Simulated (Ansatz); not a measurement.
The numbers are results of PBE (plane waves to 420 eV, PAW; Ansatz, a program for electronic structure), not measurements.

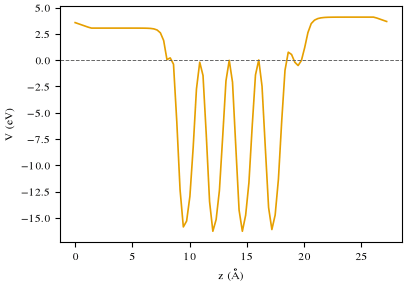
Fig. 1. Planar average of the electrostatic potential across the slab, in eV from the Fermi level, for a constructed model of the (0001) surface of 4H silicon carbide, Si-terminated, (√3x√3)R30° Ag adatom at T4 (bottom of the slab: 3 H on 3 bottom sites)

Slab: 28 atoms, 11.3 Å thick at the start with caps and adatoms (thin: gaps and levels are the slab's own); k 6x6x1, smearing 0.025 eV, dipole-corrected; 6 atoms held, the rest relaxed; start symmetry kept, larger cells not searched; no spin (no spin-polarised run to compare, though such a face may carry moments), no spin-orbit, no U. The slab shows no gap on its mesh. In PBE it is, or lies within 0.01 eV a 1x1 cell of, the lowest of the 2 structures of its composition computed so far; subsurface sites and larger cells were not tried.

The surface cell has an area of 24.87 Å². What dipole along the normal does the step between the two vacuum levels imply?

the top vacuum level lies 1.04 eV above the bottom one; p = −ε₀ A ΔV (ε₀ = 0.005526 e/(V·Å)) gives -0.14 e·Å a cell.
